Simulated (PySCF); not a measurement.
**HCl (hydrogen chloride) at MP2/6-31G**

Aim: the energy change on altering one bond length of HCl (hydrogen chloride) at MP2/6-31G, from 2 runs. Input form: a Python script.

The calculation is run with PySCF 2.14.0.

12 further runs of the same task are left out: 3 that didn't finish, 9 set aside as unsound or not needed.

## 1. The molecule

HCl has 2 atoms, charge 0, and is taken as a singlet. SMILES: `Cl`. Geometry: relaxed at PBE0-D4/def2-TZVP.

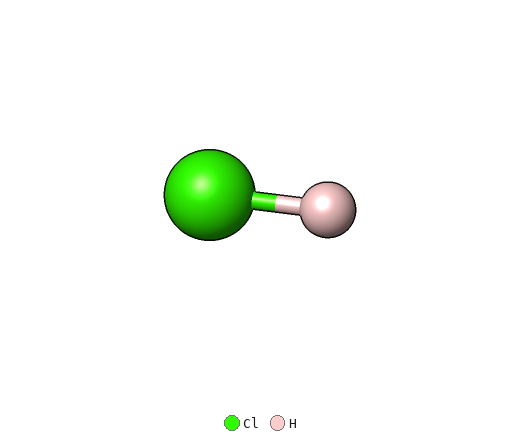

The structure, seen from a chosen angle (chlorine green, hydrogen pink).

## 2. A single-point energy at MP2/6-31G

File input.xyz:

```xyz
2

Cl     0.546000    -0.178500     0.280800
H     -0.546000     0.178500    -0.280800
```

File job.py:

```python
# Cl
from pyscf import gto, scf, mp

molecule = gto.M(
    atom='input.xyz',
    charge=0,
    spin=0,
    verbose=3,
    max_memory=1860,
    basis='6-31g',
)

hf = scf.RHF(molecule)
hf.conv_tol = 1e-10
hf.kernel()
if not hf.converged:
    hf = hf.newton().run(hf.mo_coeff, hf.mo_occ)

pt = mp.MP2(hf, frozen=5).run()
etot = pt.e_tot
print('Final energy', etot)
```

On the command line:

```console
$ OMP_NUM_THREADS=1 python job.py
```

The log of the run:

```text
converged SCF energy = -460.037013951738
E(RMP2) = -460.085033709887  E_corr = -0.0480197581495711
E(SCS-RMP2) = -460.08705376319  E_corr = -0.0500398114524541
Final energy -460.08503370988717
```

Run time: 0.81 s. Hardware: 1 thread of Arm Neoverse V1, shared host; peak memory 0.11 GiB.

## 3. The distorted shape, same level

File run.py:

```python
from pyscf import gto, scf, mp

molecule = gto.M(
    atom='''
Cl     1.419579    -0.464093     0.730069
H     -0.546000     0.178500    -0.280800
''',
    max_memory=1860,
    charge=0,
    verbose=4,
    spin=0,
    basis='6-31g',
)

mf = scf.RHF(molecule)
mf.conv_tol = 1e-10
mf.kernel()
if not mf.converged:
    mf = mf.newton().run(mf.mo_coeff, mf.mo_occ)

pt = mp.MP2(mf, frozen=5).run()
e_tot = pt.e_tot
print('E = %.10f Eh' % e_tot)
```

On the command line:

```console
$ OMP_NUM_THREADS=1 python run.py
```

The log of the run:

```text
PySCF version 2.14.0

[INPUT] num. atoms = 2
[INPUT] num. electrons = 18
[INPUT] charge = 0
[INPUT] spin (= nelec alpha-beta = 2S) = 0
[INPUT] symmetry False subgroup None
[INPUT] Mole.unit = angstrom
[INPUT] Symbol           X                Y                Z      unit          X                Y                Z       unit  Magmom
[INPUT]  1 Cl     1.419579000000  -0.464093000000   0.730069000000 AA    2.682615522184  -0.877008666328   1.379630462035 Bohr   0.0
[INPUT]  2 H     -0.546000000000   0.178500000000  -0.280800000000 AA   -1.031790464013   0.337316113235  -0.530635095778 Bohr   0.0

nuclear repulsion = 3.9082513861486
number of shells = 9
number of NR pGTOs = 50
number of NR cGTOs = 15
basis = 6-31g
ecp = {}

******** <class 'pyscf.scf.hf.RHF'> ********
method = RHF
initial guess = minao
damping factor = 0
level_shift factor = 0
DIIS = <class 'pyscf.scf.diis.CDIIS'>
diis_start_cycle = 1
diis_space = 8
diis_damp = 0
SCF conv_tol = 1e-10
SCF conv_tol_grad = None
SCF max_cycles = 50
direct_scf = True
direct_scf_tol = 1e-13
Set gradient conv threshold to 1e-05
Initial guess from minao.
init E= -459.578865911712
  HOMO = -0.436412706369204  LUMO = -0.140074154858092  gap/eV = 8.06378
cycle= 1 E= -459.801169115718  delta_E= -0.222  |g|= 0.307  |ddm|= 0.759
  HOMO = -0.314592022010179  LUMO = -0.144413656325168  gap/eV = 4.63079
cycle= 2 E= -459.86182059057  delta_E= -0.0607  |g|= 0.293  |ddm|= 0.972
  HOMO = -0.425894813248539  LUMO = -0.121264598043652  gap/eV = 8.28941
cycle= 3 E= -459.889866836748  delta_E= -0.028  |g|= 0.0561  |ddm|= 0.332
  HOMO = -0.456802342828205  LUMO = -0.0816965970540194  gap/eV = 10.20715
cycle= 4 E= -459.891555451989  delta_E= -0.00169  |g|= 0.00447  |ddm|= 0.14
  HOMO = -0.449142801970493  LUMO = -0.0853932581234874  gap/eV = 9.89813
cycle= 5 E= -459.89156461462  delta_E= -9.16e-06  |g|= 0.00107  |ddm|= 0.00887
  HOMO = -0.449203736058325  LUMO = -0.0858560470894564  gap/eV = 9.88719
cycle= 6 E= -459.891565067245  delta_E= -4.53e-07  |g|= 0.000158  |ddm|= 0.00169
  HOMO = -0.449090950727184  LUMO = -0.0860061462498155  gap/eV = 9.88004
cycle= 7 E= -459.891565079367  delta_E= -1.21e-08  |g|= 2.22e-05  |ddm|= 0.000409
  HOMO = -0.449100601999244  LUMO = -0.0859831686650642  gap/eV = 9.88093
cycle= 8 E= -459.891565079595  delta_E= -2.28e-10  |g|= 1.13e-06  |ddm|= 4.9e-05
  HOMO = -0.449100837995628  LUMO = -0.0859829784648504  gap/eV = 9.88094
cycle= 9 E= -459.891565079595  delta_E= 3.41e-13  |g|= 1.31e-07  |ddm|= 2.67e-06
  HOMO = -0.449100901620723  LUMO = -0.0859828874662322  gap/eV = 9.88094
Extra cycle  E= -459.891565079595  delta_E= -3.98e-13  |g|= 4.31e-08  |ddm|= 2.63e-07
converged SCF energy = -459.891565079595

******** <class 'pyscf.mp.mp2.RMP2'> ********
nocc = 4, nmo = 10
frozen orbitals 5
E(RMP2) = -459.96808728622  E_corr = -0.0765222066249554
E(SCS-RMP2) = -459.97311775055  E_corr = -0.0815526709546936
E_corr(same-spin) = -0.0118545888406764
E_corr(oppo-spin) = -0.064667617784279
E = -459.9680872862 Eh
```

Run time: 0.81 s. Hardware: 1 thread of Arm Neoverse V1, shared host; peak memory 0.12 GiB.

## 4. Outcome

At MP2/6-31G, 5 core orbitals frozen:

| quantity | value |
| --- | --- |
| first shape: total energy | -460.08503 Eh |
| first shape: dipole moment (Hartree–Fock density) | 1.87 D |
| first shape: HOMO energy (Hartree–Fock orbitals) | -13.04 eV |
| first shape: LUMO energy (Hartree–Fock orbitals) | 4.33 eV |
| first shape: HOMO–LUMO gap (Hartree–Fock orbitals) | 17.38 eV |
| first shape: correlation energy (5 core orbitals frozen) | -48.0 mEh |
| distorted shape: total energy | -459.96809 Eh |
| distorted shape: dipole moment (Hartree–Fock density) | 2.71 D |
| distorted shape: HOMO energy (Hartree–Fock orbitals) | -12.22 eV |
| distorted shape: LUMO energy (Hartree–Fock orbitals) | -2.34 eV |
| distorted shape: HOMO–LUMO gap (Hartree–Fock orbitals) | 9.88 eV |
| distorted shape: correlation energy (5 core orbitals frozen) | -76.5 mEh |
| energy change with the Cl1–H2 bond stretched from 1.279 to 2.302 Å | 3.182 eV |

One bond (distorted shape) is far stretched, which a spin-restricted single reference describes badly; perturbation theory on it can break down and give far too much correlation. With the Cl1–H2 bond stretched from 1.279 to 2.302 Å the energy rises by 3.18 eV (307 kJ/mol). The first shape isn't relaxed at this level, so the change isn't measured from a minimum. A restricted reference can't describe the breaking bond well at this length.
